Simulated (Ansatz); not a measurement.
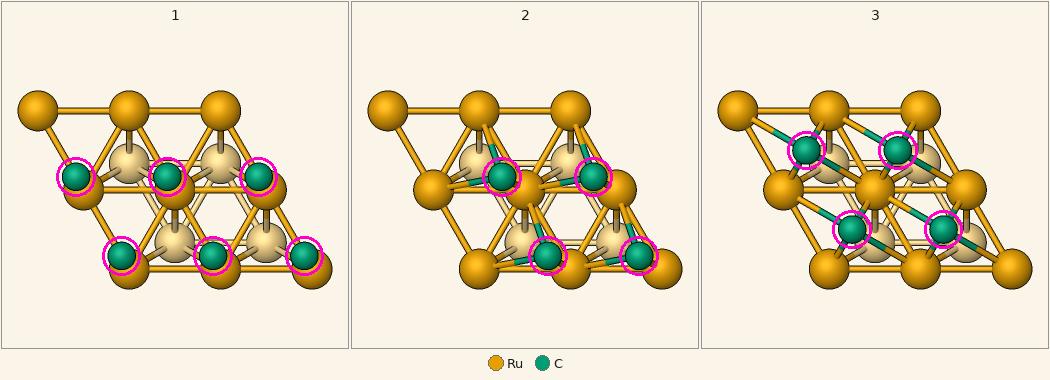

C on a Ru(001) slab cut from the P6_3/mmc phase, its upper half relaxed before the scan (5 atoms of substrate and one adsorbate in a 1 × 1 cell). C is moved over the surface cell; relaxed at each place: the height of the adsorbate's atoms; substrate rigid; the origin of the map has the adsorbate above Ru5. Places are given modulo a cell vector. The map is drawn in real space over the plane of the surface. The scan uses a 6 × 6 grid; 10 points were computed and 26 follow by symmetry. All energies are given in eV relative to the lowest grid point. With one adsorbate in each 1 × 1 cell, its nearest image is 2.7 Å away, so neighbouring adsorbates interact. These are results of DFT LDA, scalar-relativistic, plane waves, PAW in Ansatz, not measurements. Settings: cutoff 420 eV, k-mesh 12×12×1, gaussian smearing 0.1 eV, no spin polarisation.

The numbered pictures are structures from this grid. Rings mark the moved atoms.

### Which is the most stable, and how do the others follow?

3, at a bridge site between two Ru atoms, (3/6, 3/6) of the cell vectors: 0.84 eV; 2, at (5/6, 1/6) of the cell vectors [nearest 1 Ru at 1.76 Å]: 1.25 eV; 1, at (0/6, 1/6) of the cell vectors [nearest 1 Ru at 1.74 Å]: 1.49 eV.

The map, with the structures marked:

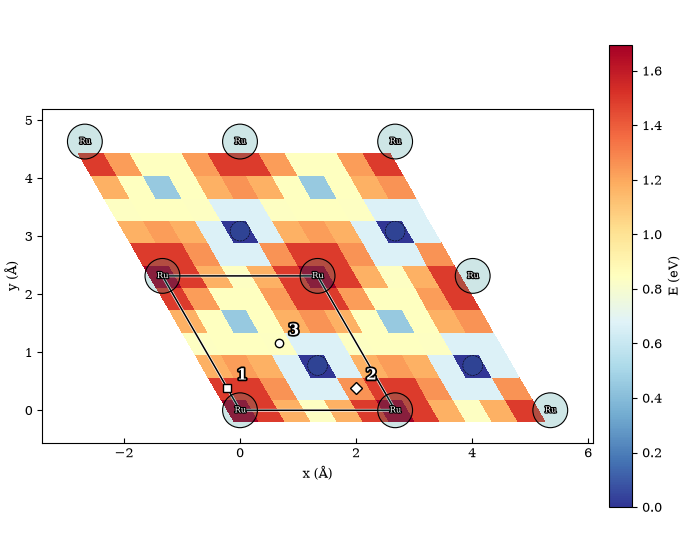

Drawn: one coloured cell a grid point, labelled circles for the atoms of the top layer and small ones for the second layer, the outline of one cell of the 2 × 2 shown.

PAW datasets: the set soft_1.
